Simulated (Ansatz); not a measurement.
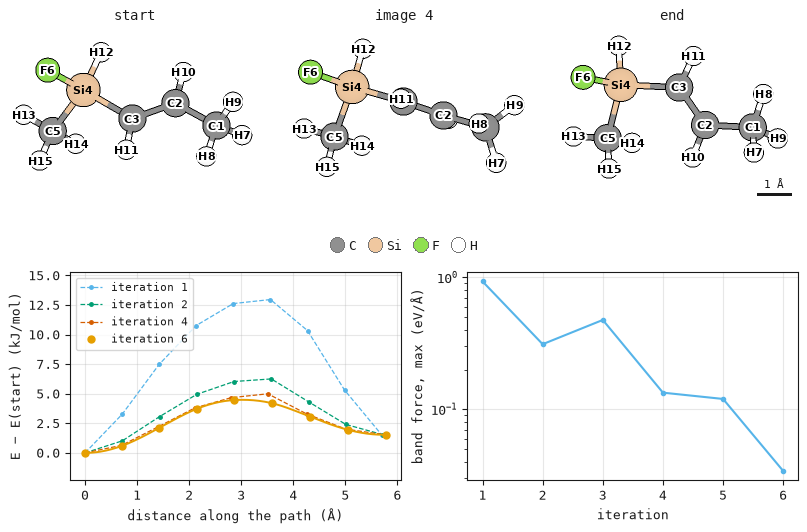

A search for the minimum-energy path of C₄H₉FSi by the nudged elastic band. Images are numbered from 0 (start) to 8 (end). The plot follows the band through its iterations. A ball-and-stick model, seen at a tilt.

These are results of RKS PBE/STO-3G (Ansatz 0.2.0), not measurements. Settings: 7 movable images; climbing image; force threshold 0.05 eV/Å; iteration limit 60; starting path by image-dependent pair potential.

Question: Judge this run.

Answer: The result is final at these settings. The band converged in 6 iterations. The largest component of the band force went from 0.93 to 0.034 eV/Å. The climbing image converged on the top of the path. Its vibrational analysis gives one imaginary mode (59i cm⁻¹), as a transition state must have. The first iteration put the highest image at 12.96 kJ/mol. The energy climbs by 4.46 kJ/mol to image 4 and then falls by 2.93 kJ/mol, so the end point sits at +1.53 kJ/mol.

Limits of the set-up: STO-3G is a minimal basis, so the numbers are rough.

The run took 83 s on 1 thread of Intel(R) Xeon(R) 6975P-C (Granite Rapids) (shared host), peak memory 0.12 GiB.
